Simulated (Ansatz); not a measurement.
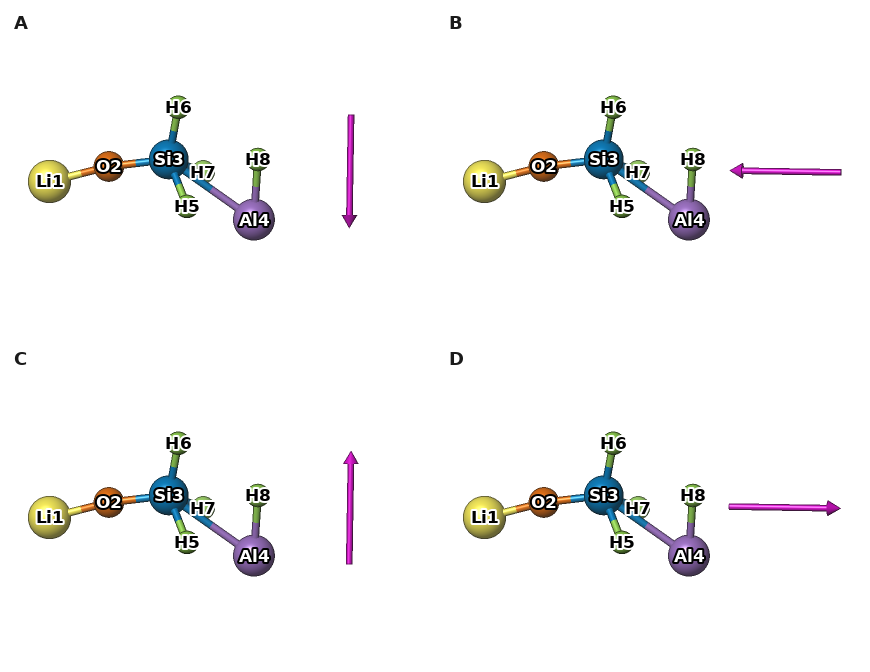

The same molecule four times, each with an arrow. The geometry was computed by an optimisation with PBE0-D4/def2-TZVP. No frequency run is at hand to confirm it as a minimum. Properties computed with RKS PBE0-D4/def2-TZVP (Ansatz 0.2.0).

**Which arrow points along the dipole moment, from the negative to the positive end?**

B. The dipole moment is 9.23 D; it points from the side of H8 to the side of Li1 (the outermost atoms at the two ends).
